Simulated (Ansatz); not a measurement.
C₂H₇Al: nudged elastic band

C₂H₇Al, computed with RHF/def2-SVP (Ansatz 0.2.0).

It belongs to a series of runs on one base structure; here: band between the two ends.

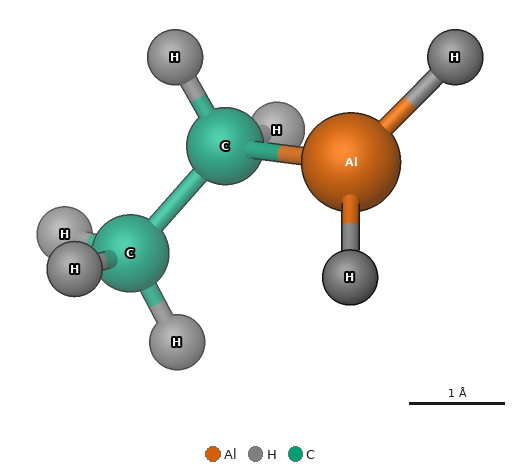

**Figure 1.** The input geometry (ball-and-stick view, seen at a tilt). Sticks mark near contacts.

### The input
```yaml
crystal:
  periodic: [false, false, false]
  atoms:
    - { symbol: Al, position_ang: [0.231883, 0.038586, 0.123991] }
    - { symbol: H, position_ang: [0.171416, 0.031708, 1.706913] }
    - { symbol: H, position_ang: [1.645248, 0.092575, -0.590879] }
    - { symbol: C, position_ang: [-1.454062, -0.029384, -0.904574] }
    - { symbol: H, position_ang: [-1.963715, -0.959231, -0.615587] }
    - { symbol: H, position_ang: [-2.106264, 0.762845, -0.513003] }
    - { symbol: C, position_ang: [-1.370293, 0.065976, -2.433362] }
    - { symbol: H, position_ang: [-2.35562, 0.006852, -2.902497] }
    - { symbol: H, position_ang: [-0.915972, 1.006683, -2.754544] }
    - { symbol: H, position_ang: [-0.762221, -0.73821, -2.85506] }
basis:
  gaussian: { orbitals: def2-SVP }
hamiltonian:
  xc: hf
neb:
  order_check: false
  images: 7
  f_tol: 0.05
  max_iterations: 60
  final_atoms:
    - { symbol: Al, position_ang: [-1.95009947, 0.53767496, 0.81499389] }
    - { symbol: H, position_ang: [2.86912904, -0.14996162, 0.51021248] }
    - { symbol: H, position_ang: [2.99939526, -0.2736168, -0.21534066] }
    - { symbol: C, position_ang: [-2.41615727, 0.02222131, -1.07423776] }
    - { symbol: H, position_ang: [-2.81978938, -1.00176823, -1.04540435] }
    - { symbol: H, position_ang: [-3.26493918, 0.65005815, -1.38675774] }
    - { symbol: C, position_ang: [-1.29877451, 0.10598355, -2.12720528] }
    - { symbol: H, position_ang: [-1.64041902, -0.19225585, -3.1217719] }
    - { symbol: H, position_ang: [-0.90354937, 1.12193327, -2.21889964] }
    - { symbol: H, position_ang: [-0.45439609, -0.54186874, -1.87419106] }
  initial_path:
    images:
      - { positions_ang: [[0.231883, 0.038586, 0.123991], [0.171416, 0.031708, 1.706913], [1.645248, 0.092575, -0.590879], [-1.454062, -0.029384, -0.904574], [-1.963715, -0.959231, -0.615587], [-2.106264, 0.762845, -0.513003], [-1.370293, 0.065976, -2.433362], [-2.35562, 0.006852, -2.902497], [-0.915972, 1.006683, -2.754544], [-0.762221, -0.73821, -2.85506]] }
      - { positions_ang: [[0.17450346, 0.02949199, 0.09255765], [0.43170136, 0.02490901, 1.59923609], [1.66288186, 0.07001537, -0.34303769], [-1.51695348, -0.0218402, -0.92425096], [-2.03923119, -0.95165885, -0.64940934], [-2.15690121, 0.79249437, -0.55440669], [-1.38582565, 0.06621774, -2.44429389], [-2.35433545, -0.04825764, -2.9354745], [-0.97030783, 1.02986114, -2.75433169], [-0.72513187, -0.71283293, -2.82519098]] }
      - { positions_ang: [[0.11712392, 0.02039797, 0.06112429], [0.69198672, 0.01811002, 1.49155918], [1.68051573, 0.04745575, -0.09519637], [-1.57984497, -0.0142964, -0.94392792], [-2.11474739, -0.9440867, -0.68323167], [-2.20753842, 0.82214373, -0.59581037], [-1.4013583, 0.06645948, -2.45522579], [-2.3530509, -0.10336727, -2.96845201], [-1.02464366, 1.05303928, -2.75411938], [-0.68804274, -0.68745586, -2.79532196]] }
      - { positions_ang: [[0.05974438, 0.01130396, 0.02969094], [0.95227208, 0.01131102, 1.38388227], [1.69814959, 0.02489612, 0.15264494], [-1.64273645, -0.00675261, -0.96360488], [-2.19026358, -0.93651454, -0.71705401], [-2.25817562, 0.8517931, -0.63721406], [-1.41689095, 0.06670122, -2.46615768], [-2.35176635, -0.15847691, -3.00142951], [-1.07897949, 1.07621742, -2.75390708], [-0.65095361, -0.66207879, -2.76545293]] }
      - { positions_ang: [[0.00236485, 0.00220995, -0.00174242], [1.21255744, 0.00451203, 1.27620535], [1.71578345, 0.0023365, 0.40048626], [-1.70562794, 0.00079119, -0.98328184], [-2.26577977, -0.92894239, -0.75087634], [-2.30881283, 0.88144247, -0.67861775], [-1.43242361, 0.06694296, -2.47708957], [-2.3504818, -0.21358655, -3.03440701], [-1.13331531, 1.09939556, -2.75369477], [-0.61386448, -0.63670172, -2.73558391]] }
      - { positions_ang: [[-0.48575123, 0.1360762, 0.20244166], [1.62670034, -0.03410638, 1.08470714], [2.03668641, -0.06665183, 0.24652953], [-1.88326027, 0.00614872, -1.00602082], [-2.40428218, -0.94714885, -0.82450834], [-2.54784442, 0.82359639, -0.85565275], [-1.39901133, 0.07670311, -2.3896185], [-2.1729661, -0.20825387, -3.05624823], [-1.07587383, 1.10502999, -2.61999599], [-0.57399738, -0.61299347, -2.5202357]] }
      - { positions_ang: [[-0.97386731, 0.26994245, 0.40662574], [2.04084324, -0.07272479, 0.89320892], [2.35758936, -0.13564015, 0.0925728], [-2.0608926, 0.01150625, -1.0287598], [-2.54278458, -0.96535531, -0.89814034], [-2.78687601, 0.76575031, -1.03268774], [-1.36559906, 0.08646326, -2.30214743], [-1.99545041, -0.2029212, -3.07808945], [-1.01843234, 1.11066442, -2.48629721], [-0.53413029, -0.58928523, -2.30488748]] }
      - { positions_ang: [[-1.46198339, 0.40380871, 0.61080981], [2.45498614, -0.11134321, 0.7017107], [2.67849231, -0.20462848, -0.06138393], [-2.23852494, 0.01686378, -1.05149878], [-2.68128698, -0.98356177, -0.97177235], [-3.02590759, 0.70790423, -1.20972274], [-1.33218678, 0.09622341, -2.21467635], [-1.81793472, -0.19758853, -3.09993068], [-0.96099086, 1.11629885, -2.35259843], [-0.49426319, -0.56557698, -2.08953927]] }
      - { positions_ang: [[-1.95009947, 0.53767496, 0.81499389], [2.86912904, -0.14996162, 0.51021248], [2.99939526, -0.2736168, -0.21534066], [-2.41615727, 0.02222131, -1.07423776], [-2.81978938, -1.00176823, -1.04540435], [-3.26493918, 0.65005815, -1.38675774], [-1.29877451, 0.10598355, -2.12720528], [-1.64041902, -0.19225585, -3.1217719], [-0.90354937, 1.12193327, -2.21889964], [-0.45439609, -0.54186874, -1.87419106]] }
```

Launch command:
```bash
ansatz run input.yaml --threads 1 --pin off --max-ram 2048MiB --backend cpu --events-out ev --progress --plain --runs-dir out
```

### Log
```
Engine: ansatz 0.2.0, aarch64-unknown-linux-gnu
Functional definition: HF
  exchange = exact_x
  correlation = 0
882 factors; integrals over basis functions are off by at most 5.9e-4 eV
mean field evaluation 1: about -8748.4803 eV, gradient 2.6e1 eV
mean field evaluation 2: about -8748.4814 eV, gradient 2.6e1 eV
mean field evaluation 4: about -8750.5190 eV, gradient 2.6e0 eV
mean field evaluation 8: about -8750.5450 eV, gradient 3.1e-3 eV
mean field -8750.54500477 eV, -321.5765975930 hartree, gradient 1.7e-5 eV, S^2 0.000000; 0 other end points of the search recorded, 0 dependent functions left out
the calculation of the forces begins
reference -8750.54500477 eV, -321.5765975930 hartree; 16, 16 occupied and 65, 65 virtual orbitals, 882 factors
874 factors; integrals over basis functions are off by at most 3.6e-4 eV
mean field evaluation 16: about -8749.1061 eV, gradient 1.1e-1 eV
mean field -8749.10604357 eV, -321.5237167441 hartree, gradient 2.0e-5 eV, S^2 0.000000; 0 other end points of the search recorded, 0 dependent functions left out
[... from here on the field's lines of each further geometry are left out, up to the last ...]
NEB iter   1: max|band force component| = 4.384e0 eV/Å  barrier→ = 5.0645 eV  barrier← = 3.6256 eV  Δτ_max = 0.2000 Å  (283 SCF iters)
NEB iter   2: max|band force component| = 4.488e0 eV/Å  barrier→ = 5.3673 eV  barrier← = 3.9283 eV  Δτ_max = 0.1020 Å  (207 SCF iters)
NEB iter   3: max|band force component| = 2.304e0 eV/Å  barrier→ = 4.8164 eV  barrier← = 3.3774 eV  Δτ_max = 0.1951 Å  (174 SCF iters)
NEB iter   4: max|band force component| = 1.805e0 eV/Å  barrier→ = 4.2628 eV  barrier← = 2.8239 eV  Δτ_max = 0.2000 Å  (177 SCF iters)
NEB iter   5: max|band force component| = 1.932e0 eV/Å  barrier→ = 3.4982 eV  barrier← = 2.0593 eV  Δτ_max = 0.1991 Å  (180 SCF iters)
NEB iter   6: max|band force component| = 1.973e0 eV/Å  barrier→ = 3.2101 eV  barrier← = 1.7711 eV  Δτ_max = 0.1964 Å  (175 SCF iters)
NEB iter   7: max|band force component| = 1.024e0 eV/Å  barrier→ = 3.3939 eV  barrier← = 1.9549 eV  Δτ_max = 0.2000 Å  (170 SCF iters)
NEB iter   8: max|band force component| = 2.005e0 eV/Å  barrier→ = 3.7190 eV  barrier← = 2.2800 eV  Δτ_max = 0.0999 Å  (172 SCF iters)
NEB iter   9: max|band force component| = 1.316e0 eV/Å  barrier→ = 3.7970 eV  barrier← = 2.3581 eV  CI = image 3  Δτ_max = 0.2000 Å  (160 SCF iters)
NEB iter  10: max|band force component| = 6.910e-1 eV/Å  barrier→ = 3.7912 eV  barrier← = 2.3523 eV  CI = image 3  Δτ_max = 0.1338 Å  (164 SCF iters)
NEB iter  11: max|band force component| = 4.056e-1 eV/Å  barrier→ = 3.7763 eV  barrier← = 2.3374 eV  CI = image 3  Δτ_max = 0.1986 Å  (162 SCF iters)
NEB iter  12: max|band force component| = 2.125e-1 eV/Å  barrier→ = 3.7658 eV  barrier← = 2.3268 eV  CI = image 3  Δτ_max = 0.0855 Å  (167 SCF iters)
NEB iter  13: max|band force component| = 1.689e-1 eV/Å  barrier→ = 3.7615 eV  barrier← = 2.3226 eV  CI = image 3  Δτ_max = 0.1247 Å  (161 SCF iters)
NEB iter  14: max|band force component| = 1.697e-1 eV/Å  barrier→ = 3.7564 eV  barrier← = 2.3174 eV  CI = image 3  Δτ_max = 0.0626 Å  (161 SCF iters)
NEB iter  15: max|band force component| = 1.102e-1 eV/Å  barrier→ = 3.7518 eV  barrier← = 2.3129 eV  CI = image 3  Δτ_max = 0.0625 Å  (161 SCF iters)
NEB iter  16: max|band force component| = 1.247e-1 eV/Å  barrier→ = 3.7484 eV  barrier← = 2.3094 eV  CI = image 3  Δτ_max = 0.0312 Å  (159 SCF iters)
NEB iter  17: max|band force component| = 1.075e-1 eV/Å  barrier→ = 3.7467 eV  barrier← = 2.3078 eV  CI = image 3  Δτ_max = 0.0312 Å  (159 SCF iters)
NEB iter  18: max|band force component| = 1.297e-1 eV/Å  barrier→ = 3.7452 eV  barrier← = 2.3062 eV  CI = image 3  Δτ_max = 0.0625 Å  (160 SCF iters)
NEB iter  19: max|band force component| = 1.614e-1 eV/Å  barrier→ = 3.7425 eV  barrier← = 2.3036 eV  CI = image 3  Δτ_max = 0.1249 Å  (158 SCF iters)
NEB iter  20: max|band force component| = 2.149e-1 eV/Å  barrier→ = 3.7402 eV  barrier← = 2.3012 eV  CI = image 3  Δτ_max = 0.1619 Å  (168 SCF iters)
NEB iter  21: max|band force component| = 1.156e-1 eV/Å  barrier→ = 3.7401 eV  barrier← = 2.3011 eV  CI = image 3  Δτ_max = 0.0609 Å  (165 SCF iters)
NEB iter  22: max|band force component| = 9.244e-2 eV/Å  barrier→ = 3.7402 eV  barrier← = 2.3012 eV  CI = image 3  Δτ_max = 0.0523 Å  (161 SCF iters)
the calculation of the forces begins
reference -8749.10356323 eV, -321.5236255934 hartree; 16, 16 occupied and 65, 65 virtual orbitals, 881 factors
884 factors; integrals over basis functions are off by at most 1.3e-3 eV
mean field evaluation 992: about -8746.8040 eV, gradient 1.9e-2 eV
mean field -8746.80498930 eV, -321.4391545593 hartree, gradient 1.6e-5 eV, S^2 0.000000; 1 other end points of the search recorded, 0 dependent functions left out
the calculation of the forces begins
reference -8746.80498930 eV, -321.4391545593 hartree; 16, 16 occupied and 65, 65 virtual orbitals, 884 factors
NEB iter  23: max|band force component| = 4.408e-2 eV/Å  barrier→ = 3.7400 eV  barrier← = 2.3011 eV  CI = image 3  Δτ_max = 0.0000 Å  (361 SCF iters)
```

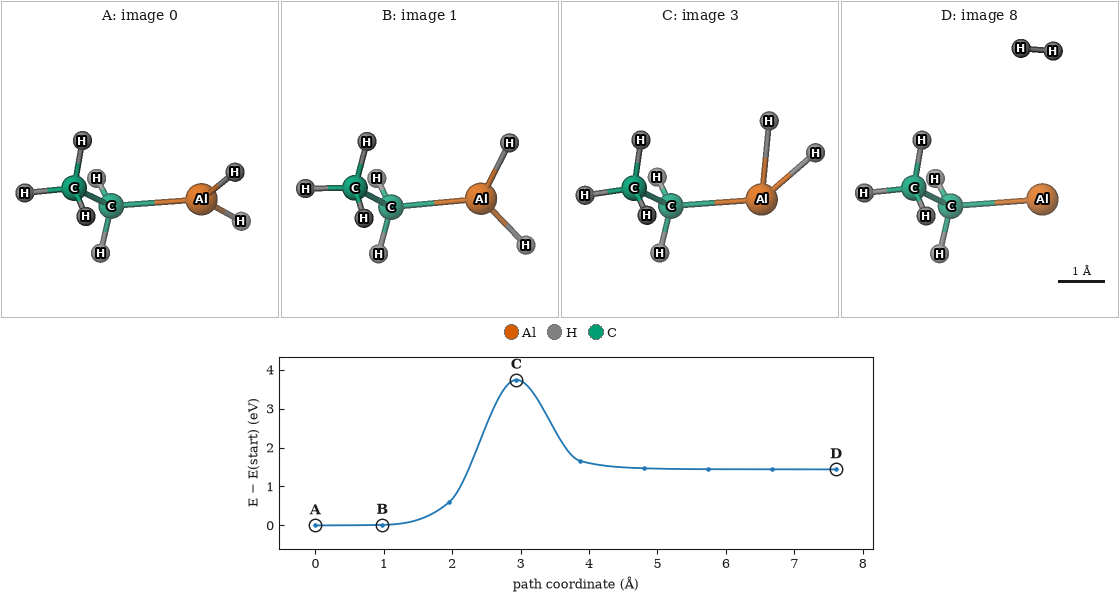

**Figure 2.** Images of the last band (counted from 0; ball-and-stick, seen at a tilt) above the energy along the path; the line is a cubic interpolation that uses the forces. The highest image is number 3, 3.740 eV above the start and 2.301 eV above the end (the climbing image); the end lies 1.439 eV above the start. The path is 7.61 Å long. The band converged in 23 iterations.

```
Total energy: -8746.80498930 eV, -321.4391545593 hartree
Atom 0 at    -0.261563     0.478179     0.443866 Å, force     0.012359    -0.010731     0.006028 eV/Å
Atom 1 at     1.223153     0.138247     0.895077 Å, force    -0.006443     0.008520    -0.000752 eV/Å
Atom 2 at     1.086874    -0.583438    -0.112630 Å, force    -0.004605    -0.002348    -0.002331 eV/Å
Atom 3 at    -1.649350     0.010150    -0.901411 Å, force     0.004413     0.004260    -0.005620 eV/Å
Atom 4 at    -1.938836    -1.023288    -0.679535 Å, force    -0.001090     0.000626     0.004391 eV/Å
Atom 5 at    -2.533699     0.617060    -0.689815 Å, force    -0.003923    -0.001942    -0.002421 eV/Å
Atom 6 at    -1.271897     0.135471    -2.383489 Å, force     0.001269     0.003428     0.001081 eV/Å
Atom 7 at    -2.122426    -0.108088    -3.025452 Å, force    -0.000997    -0.000762    -0.000800 eV/Å
Atom 8 at    -0.958606     1.150141    -2.641389 Å, force    -0.000674    -0.002031    -0.000587 eV/Å
Atom 9 at    -0.453250    -0.536035    -2.643824 Å, force    -0.000308     0.000980     0.001013 eV/Å
Dipole moment:    -0.241746     0.008707    -0.125648 e Å
this run last wrote the band of iteration 23 to [file]
```

### The last band as extended XYZ (Å, eV, eV/Å)
```
10
Properties=species:S:1:pos:R:3:forces:R:3 image=0 energy=-8750.54500
Al    0.2319    0.0386    0.1240   -0.0138   0.0019  -0.0089
H     0.1714    0.0317    1.7069    0.0057  -0.0022   0.0096
H     1.6452    0.0926   -0.5909    0.0020   0.0010  -0.0027
C    -1.4541   -0.0294   -0.9046    0.0130  -0.0013   0.0255
H    -1.9637   -0.9592   -0.6156   -0.0047   0.0037  -0.0069
H    -2.1063    0.7628   -0.5130   -0.0032  -0.0026  -0.0091
C    -1.3703    0.0660   -2.4334    0.0110   0.0008  -0.0014
H    -2.3556    0.0069   -2.9025   -0.0024  -0.0006  -0.0022
H    -0.9160    1.0067   -2.7545   -0.0031   0.0000  -0.0019
H    -0.7622   -0.7382   -2.8551   -0.0045  -0.0008  -0.0019
10
Properties=species:S:1:pos:R:3:forces:R:3 image=1 energy=-8750.53143
Al    0.2143   -0.0041    0.1235    0.0101  -0.0047  -0.0005
H     0.2789    0.5579    1.6028   -0.0262  -0.0020   0.0095
H     1.5439   -0.5629   -0.5335    0.0157   0.0079  -0.0024
C    -1.4764   -0.0753   -0.8982    0.0044  -0.0093  -0.0002
H    -1.8908   -1.0793   -0.7222    0.0004   0.0060  -0.0005
H    -2.2140    0.6091   -0.4650    0.0130   0.0080   0.0066
C    -1.3589    0.1598   -2.4122   -0.0021  -0.0010  -0.0039
H    -2.3067   -0.0090   -2.9292   -0.0093   0.0050   0.0046
H    -1.0511    1.1847   -2.6368    0.0035  -0.0025  -0.0057
H    -0.6187   -0.5025   -2.8678   -0.0094  -0.0073  -0.0076
10
Properties=species:S:1:pos:R:3:forces:R:3 image=2 energy=-8749.94273
Al    0.0252    0.0988    0.1902    0.6554  -0.6923  -0.5583
H     0.9080    0.5678    1.3717   -0.6308   0.9453   0.9650
H     1.1267   -0.8126   -0.4415    0.0763  -0.5250  -0.6751
C    -1.6402    0.0048   -0.8751   -0.0020   0.0132   0.0503
H    -1.9343   -1.0456   -0.7209   -0.0438   0.0875   0.0125
H    -2.5195    0.5983   -0.6213    0.0704   0.1117   0.1256
C    -1.2824    0.1818   -2.3674   -0.0286   0.0338   0.0388
H    -2.1228   -0.0672   -3.0195   -0.0354   0.0019   0.0353
H    -0.9935    1.2111   -2.5968   -0.0270   0.0113  -0.0006
H    -0.4468   -0.4589   -2.6581   -0.0345   0.0125   0.0064
10
Properties=species:S:1:pos:R:3:forces:R:3 image=3 energy=-8746.80499
Al   -0.2616    0.4782    0.4439    0.0124  -0.0107   0.0060
H     1.2232    0.1382    0.8951   -0.0064   0.0085  -0.0008
H     1.0869   -0.5834   -0.1126   -0.0046  -0.0023  -0.0023
C    -1.6494    0.0101   -0.9014    0.0044   0.0043  -0.0056
H    -1.9388   -1.0233   -0.6795   -0.0011   0.0006   0.0044
H    -2.5337    0.6171   -0.6898   -0.0039  -0.0019  -0.0024
C    -1.2719    0.1355   -2.3835    0.0013   0.0034   0.0011
H    -2.1224   -0.1081   -3.0255   -0.0010  -0.0008  -0.0008
H    -0.9586    1.1501   -2.6414   -0.0007  -0.0020  -0.0006
H    -0.4532   -0.5360   -2.6438   -0.0003   0.0010   0.0010
10
Properties=species:S:1:pos:R:3:forces:R:3 image=4 energy=-8748.89078
Al   -0.7590    0.8902    0.6606   -0.2796   0.2437   0.1083
H     1.4835   -0.1856    0.5521    0.1427  -0.2035  -0.1945
H     1.3507   -0.5915   -0.0662    0.1333  -0.0265   0.0533
C    -1.6802   -0.0106   -0.8853   -0.0059   0.0195  -0.0034
H    -1.8505   -1.0748   -0.6685    0.0221   0.0004   0.0254
H    -2.6689    0.4582   -0.7385   -0.0780  -0.0418  -0.0445
C    -1.2699    0.1642   -2.3552    0.0022   0.0018   0.0280
H    -2.0713   -0.1299   -3.0388    0.0387  -0.0147  -0.0099
H    -1.0174    1.2016   -2.5932    0.0009   0.0047   0.0039
H    -0.3966   -0.4433   -2.6057    0.0236   0.0165   0.0333
10
Properties=species:S:1:pos:R:3:forces:R:3 image=5 energy=-8749.07741
Al   -1.2001    1.0572    0.6735   -0.0285   0.0112  -0.0076
H     1.8038   -0.3659    0.5005    0.0271  -0.0166  -0.0075
H     1.6510   -0.7597   -0.1155    0.0216  -0.0183  -0.0056
C    -1.8701    0.0032   -0.9077   -0.0060   0.0278  -0.0172
H    -1.8438   -1.0703   -0.6700   -0.0022   0.0038   0.0129
H    -2.9434    0.2536   -0.9460   -0.0102  -0.0100  -0.0111
C    -1.2452    0.2425   -2.2929   -0.0155  -0.0030   0.0296
H    -1.8194   -0.2336   -3.0920    0.0188  -0.0108  -0.0057
H    -1.1835    1.3069   -2.5395   -0.0140   0.0009  -0.0021
H    -0.2289   -0.1555   -2.3491    0.0088   0.0149   0.0145
10
Properties=species:S:1:pos:R:3:forces:R:3 image=6 energy=-8749.10144
Al   -1.5658    0.9211    0.7374   -0.0126  -0.0075  -0.0035
H     2.1572   -0.3665    0.4852    0.0074  -0.0017   0.0001
H     2.1642   -0.6782   -0.1936    0.0064  -0.0044   0.0011
C    -2.1022   -0.0036   -0.9699    0.0362   0.0240  -0.0181
H    -2.1572   -1.0846   -0.7710   -0.0037   0.0001   0.0040
H    -3.1404    0.2974   -1.1800   -0.0067   0.0013  -0.0001
C    -1.2331    0.2476   -2.2149   -0.0348  -0.0152   0.0221
H    -1.6322   -0.2467   -3.1044    0.0114  -0.0003  -0.0052
H    -1.1568    1.3132   -2.4515   -0.0054  -0.0025  -0.0006
H    -0.2132   -0.1213   -2.0757    0.0017   0.0060   0.0003
10
Properties=species:S:1:pos:R:3:forces:R:3 image=7 energy=-8749.10356
Al   -1.7294    0.6431    0.8212   -0.0045  -0.0011  -0.0026
H     2.3765   -0.1984    0.4354    0.0034  -0.0001   0.0007
H     2.4245   -0.3562   -0.2931    0.0062  -0.0014   0.0001
C    -2.2446    0.0031   -1.0170    0.0062   0.0059   0.0031
H    -2.5471   -1.0517   -0.9264   -0.0010   0.0006  -0.0010
H    -3.1666    0.5366   -1.2962   -0.0003  -0.0012  -0.0018
C    -1.2065    0.1463   -2.1426   -0.0105  -0.0041  -0.0015
H    -1.5850   -0.2105   -3.1040    0.0043   0.0013  -0.0003
H    -0.9047    1.1879   -2.2873   -0.0024  -0.0008   0.0015
H    -0.2968   -0.4218   -1.9286   -0.0013   0.0010   0.0018
10
Properties=species:S:1:pos:R:3:forces:R:3 image=8 energy=-8749.10604
Al   -1.9501    0.5377    0.8150    0.0007   0.0004   0.0006
H     2.8691   -0.1500    0.5102    0.0026  -0.0025  -0.0165
H     2.9994   -0.2736   -0.2153   -0.0026   0.0025   0.0166
C    -2.4162    0.0222   -1.0742   -0.0034   0.0001  -0.0031
H    -2.8198   -1.0018   -1.0454    0.0001   0.0001   0.0001
H    -3.2649    0.6501   -1.3868   -0.0011  -0.0002   0.0014
C    -1.2988    0.1060   -2.1272    0.0053  -0.0003   0.0022
H    -1.6404   -0.1923   -3.1218   -0.0014   0.0002   0.0005
H    -0.9035    1.1219   -2.2189   -0.0002  -0.0009  -0.0003
H    -0.4544   -0.5419   -1.8742    0.0001   0.0005  -0.0015
```

### Results in brief

```json
{"quantity": "outcome", "value": "converged"}
{"quantity": "barrier, forward", "value": "3.740 eV"}
{"quantity": "barrier, backward", "value": "2.301 eV"}
{"quantity": "hardware", "value": "1 thread of Arm Neoverse V2, 24 GiB of memory available, shared host"}
{"quantity": "wall time", "value": "2.2 min"}
{"quantity": "peak memory", "value": "0.14 GiB"}
```

### Remarks

The order of the saddle point was not checked.
